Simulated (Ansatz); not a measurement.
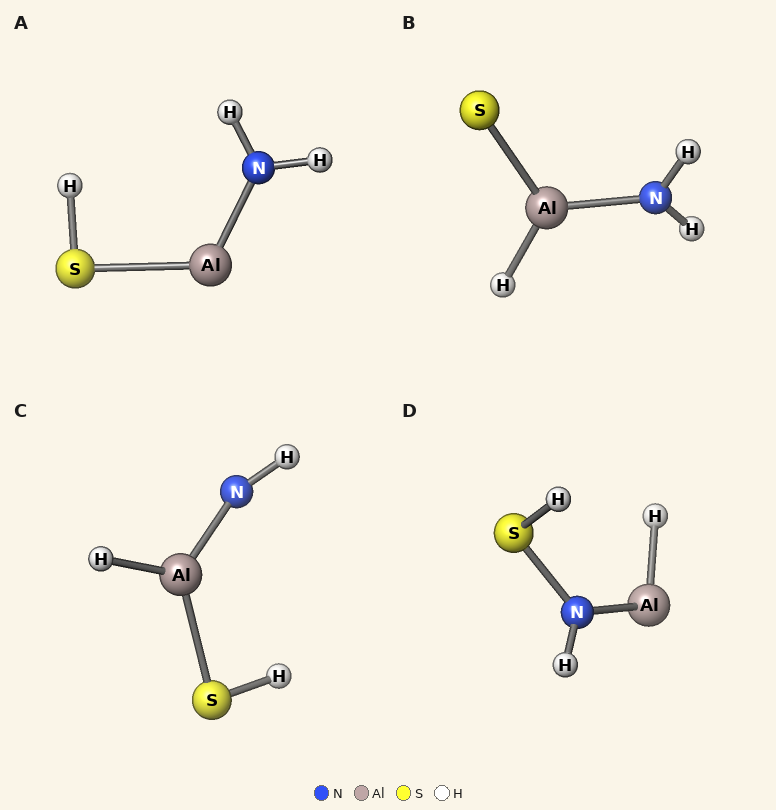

4 stationary structures of one formula. Charge 0, doublet. Geometries: PBE-D4/def2-SVP. Electronic energies: PBE-D4/def2-SVP (Ansatz 0.2.0), without zero-point energy. No frequency run is at hand to confirm each as a minimum.

> Rank them by energy, lowest first.

A is lowest; B lies 30.9 kJ/mol above it (C1), C lies 144.4 kJ/mol above it (C1), D lies 203.3 kJ/mol above it (C1).
